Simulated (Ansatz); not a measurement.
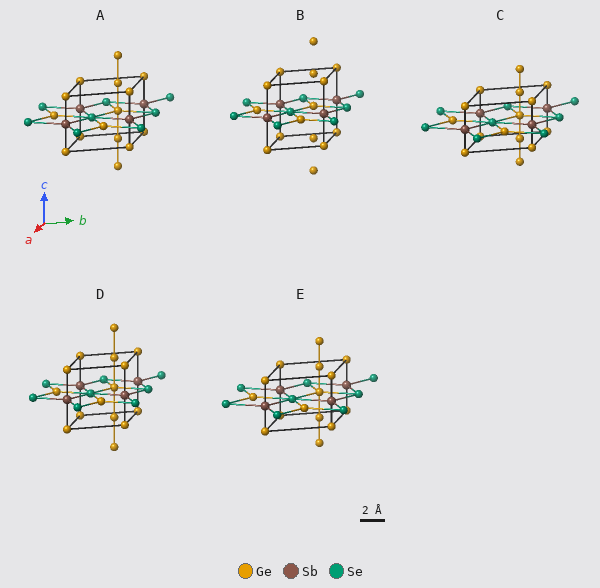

5 geometries from one relaxation of crystalline Ge$_{3}$SbSe (a generated structure, set up in P-6m2) (coarse preliminary run), in shuffled order. Style: ball-and-stick. Shown: the cell of the calculation, slightly off an axis.

The calculation used Ansatz, DFT PBE, scalar-relativistic, plane waves, PAW. Set-up: plane-wave cutoff 420 eV; k-point mesh 3 × 3 × 4; occupations gaussian; smearing width 0.1 eV; no spin polarisation; cell and atoms relaxed; force threshold 0.04 eV/Å; at most 70 steps.

Q: Put them in the order of the run, from the start to the converged end.

A: C, E, A, D, B. They are steps 0, 2, 4, 6, 14, at +10.673 eV per cell of the calculation, +5.617 eV per cell of the calculation, +2.718 eV per cell of the calculation, +0.649 eV per cell of the calculation relative to the last. After 12 accepted moves (14 points after the start) the energy has fallen by 10.673 eV per cell of the calculation. All forces vanish by symmetry, so only the cell relaxes. The pressure goes from 31.98 to 0.08 GPa. The SCF was repeated twice at an unchanged geometry on a basis and grid sized afresh for the cell, which shifted the energy by 0.371 eV per cell of the calculation at most. No atom moves by more than 0.005 Å relative to the cell. Cell: a = b 5.949 → 5.017 Å (−15.7 %), c 4.038 → 5.622 Å (+39.2 %). Volume −1.0 %. Near-neighbour distances that change, for instance: Ge–Ge 2.019 → 2.811 Å, Ge–Sb 2.019 → 2.811 Å, Ge–Se 3.434 → 2.896 Å, Sb–Se 3.434 → 2.896 Å. Bonds break: Ge–Ge (2.02 → 2.81 Å). The space group stays P-6m2 (No. 187). Cost: 79 s on 1 thread of Arm Neoverse V2, on a shared host, peak memory 0.38 GiB.

Limits of the set-up: the k-point mesh is coarse for a cell with partly filled bands.
